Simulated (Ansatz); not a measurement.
**AsH3 (SMILES [H][As]([H])[H]) at RPA@PBE/STO-3G**

What is the electronic atomisation energy of AsH3 at RPA@PBE/STO-3G? 

The calculation is run with Ansatz 0.2.0.

32 further runs of the same task are left out: 2 that didn't finish, 30 set aside as unsound or not needed.

### Step 1. The system as given

AsH3: 4 atoms, total charge 0, spin state singlet. SMILES: `[H][As]([H])[H]`. Geometry: a GFN2-xTB relaxation, a rough one for these elements and not checked as a minimum.

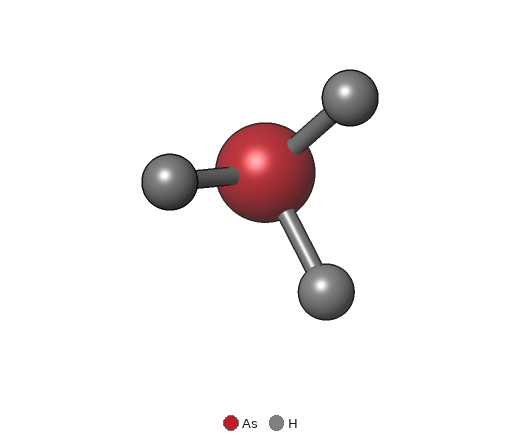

Viewed from a chosen angle; arsenic red, hydrogen grey.

### Step 2. A single-point energy at RPA@PBE/STO-3G

File molecule.yaml:

```yaml
crystal:
  periodic: [false, false, false]
  atoms:
    - {symbol: As, position_ang: [-0.004370, 0.005540, 0.655970]}
    - {symbol: H, position_ang: [1.216520, -0.029700, -0.207950]}
    - {symbol: H, position_ang: [-0.582780, 1.061080, -0.232340]}
    - {symbol: H, position_ang: [-0.629370, -1.036930, -0.215680]}
basis:
  gaussian: {orbitals: STO-3G}
hamiltonian: {xc: {name: PBE}}
correlation: {method: rpa, frozen_orbitals: {As: 9, H: 0}}
accuracy: high
```

On the command line:

```
$ ansatz run molecule.yaml --threads 1 --pin off --max-ram 2610MiB --events-out events.jsonl --progress --plain --runs-dir runs
```

Log:

```text
Warning: RAYON_NUM_THREADS=1 ignored (pool sized by the plan → 1); use --threads N
Functional definition: PBE
  name "PBE"
  parameter kappa = 0.804
  parameter beta = 0.06672455060314922
  exchange = pbe_x(kappa = kappa, mu = beta*pi^2/3)
  correlation = pbe_c(beta = beta)
262 factors; integrals over basis functions are off by at most 5.9e-9 eV
mean field evaluation 1: about -60190.3952 eV, gradient 6.7e0 eV
mean field evaluation 2: about -60190.3648 eV, gradient 6.7e0 eV
mean field evaluation 4: about -60190.5136 eV, gradient 9.3e-1 eV
mean field evaluation 8: about -60190.5176 eV, gradient 3.5e-4 eV
mean field -60190.51759328 eV, -2211.9607229550 hartree, gradient 7.9e-8 eV, S^2 0.000000; 0 other end points of the search recorded, 0 dependent functions left out
9 core orbitals not correlated: weight in the atoms' cores, before any rotation towards them, 0.999 or more for the frozen orbitals, at most 0.000 for the correlated occupied ones
reference -60164.17369459 eV, -2210.9926025346 hartree; 9, 9 occupied and 3, 3 virtual orbitals, 262 factors
Total energy: -60166.86631656 eV, -2211.0915545667 hartree
```

It took 1.1 s on 1 thread of Arm Neoverse V1, shared host.

### Step 3. The As atom at the same level

File run.yaml:

```yaml
crystal:
  periodic: [false, false, false]
  atoms:
    - symbol: As
      position_ang: [0.000000, 0.000000, 0.000000]
basis:
  gaussian:
    orbitals: STO-3G
hamiltonian:
  xc: pbe
correlation:
  method: rpa
  frozen_orbitals: {As: 9}
magnetization:
  spin_polarized: true
  initial_magnetization: 3
accuracy: high
```

On the command line:

```
$ ansatz run run.yaml --threads 1 --pin off --max-ram 2610MiB --events-out events.jsonl --progress --plain --runs-dir runs
```

Log:

```text
Warning: RAYON_NUM_THREADS=1 ignored (pool sized by the plan → 1); use --threads N
[... 6 set-up lines as earlier in the session ...]
138 factors; integrals over basis functions are off by at most 4.5e-9 eV
mean field evaluation 1: about -60139.1000 eV, gradient 1.8e-1 eV
mean field evaluation 2: about -60139.0978 eV, gradient 1.8e-1 eV
mean field evaluation 4: about -60139.0979 eV, gradient 7.0e-7 eV
mean field evaluation 8: about -60139.0979 eV, gradient 5.7e-9 eV
mean field -60139.09788602 eV, -2210.0710835666 hartree, gradient 5.7e-9 eV, S^2 3.750000; 0 other end points of the search recorded, 0 dependent functions left out
9 core orbitals not correlated: weight in the atoms' cores, before any rotation towards them, 1.000 or more for the frozen orbitals, at most 0.000 for the correlated occupied ones
reference -60117.01712125 eV, -2209.2596304281 hartree; 9, 6 occupied and 0, 3 virtual orbitals, 138 factors
Total energy: -60117.54065422 eV, -2209.2788699099 hartree
```

Run time: 0.64 s. Hardware: 1 thread of Arm Neoverse V1, shared host; peak memory 0.092 GiB.

### Step 4. The H atom

File in.yaml:

```yaml
crystal:
  periodic: [false, false, false]
  atoms:
    - {symbol: H, position_ang: [0.000000, 0.000000, 0.000000]}
basis:
  gaussian:
    orbitals: STO-3G
magnetization:
  spin_polarized: true
  initial_magnetization: 1
hamiltonian:
  xc: pbe
correlation:
  method: rpa
  frozen_orbitals: {H: 0}
accuracy: high
```

On the command line:

```
$ ansatz run in.yaml --threads 1 --pin off --max-ram 2610MiB --events-out events.jsonl --progress --plain --runs-dir runs
```

Log:

```text
Warning: RAYON_NUM_THREADS=1 ignored (pool sized by the plan → 1); use --threads N
[... 6 set-up lines as earlier in the session ...]
1 factors; integrals over basis functions are off by at most 4.6e-10 eV
mean field evaluation 1: about -12.6363 eV, gradient 0.0e0 eV
mean field evaluation 2: about -12.6363 eV, gradient 0.0e0 eV
mean field -12.63630448 eV, -0.4643756244 hartree, gradient 0.0e0 eV, S^2 0.750000; 0 other end points of the search recorded, 0 dependent functions left out
reference -12.69633895 eV, -0.4665818504 hartree; 1, 0 occupied and 0, 1 virtual orbitals, 1 factors
Total energy: -12.69633895 eV, -0.4665818504 hartree
```

It took 0.08 s on 1 thread of Arm Neoverse V1, shared host.

### Step 5. Summary of results

Level: RPA@PBE/STO-3G, 9 core orbitals frozen.

| quantity | value |
| --- | --- |
| molecule: total energy | -2211.09155 Eh |
| molecule: RPA correlation energy (valence) | -99.0 mEh |
| As atom: total energy | -2209.27887 Eh |
| As atom: RPA correlation energy (valence) | -19.2 mEh |
| As atom: ⟨S²⟩ of the reference determinant | 3.750 |
| H atom: total energy | -0.46658 Eh |
| H atom: RPA correlation energy | 0.0 mEh |
| H atom: ⟨S²⟩ of the reference determinant | 0.750 |
| electronic atomisation energy | 11.237 eV |

**Reading.** Taking the molecule apart into free atoms costs 11.24 eV (1084 kJ/mol), before zero-point energy and without spin-orbit coupling. In a minimal basis such a difference can be off by several eV, whatever the method.
